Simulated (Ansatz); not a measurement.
## Pressure series in hypothetical fluorite BeBr2

Base system: BeBr2 in the fluorite structure (space group Fm-3m, No. 225; a hypothetical phase, not in the database extracts checked).

```
CELL_PARAMETERS angstrom
      0.00000     3.24238     3.24238
      3.24238     0.00000     3.24238
      3.24238     3.24238     0.00000
ATOMIC_POSITIONS crystal
  Be 0.00000 0.00000 0.00000
  Br 0.25000 0.25000 0.25000
  Br 0.75000 0.75000 0.75000
```

Cell and atoms are relaxed at each pressure.

Method: PBE (Ansatz, a program for electronic structure, PAW, no spin-orbit coupling).

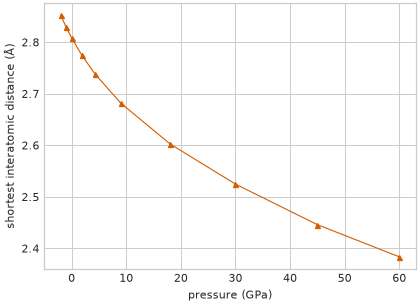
Fig. 1. Shortest interatomic distance against pressure

```
pressure (GPa)  shortest interatomic distance
--------------  -----------------------------
-2                                    2.852 Å
-1                                    2.829 Å
1.8                                   2.775 Å
4.2                                   2.739 Å
9                                     2.681 Å
18                                    2.603 Å
30                                    2.524 Å
45                                    2.446 Å
60                                    2.383 Å
```

A case with no gap was solved on a k-mesh chosen for an insulator, which is coarse for it. Load acts through the strain it causes; cell and atoms are relaxed under it. No phonon test of stability was made. No other phases were tried under pressure. The final runs are not spin-polarised.
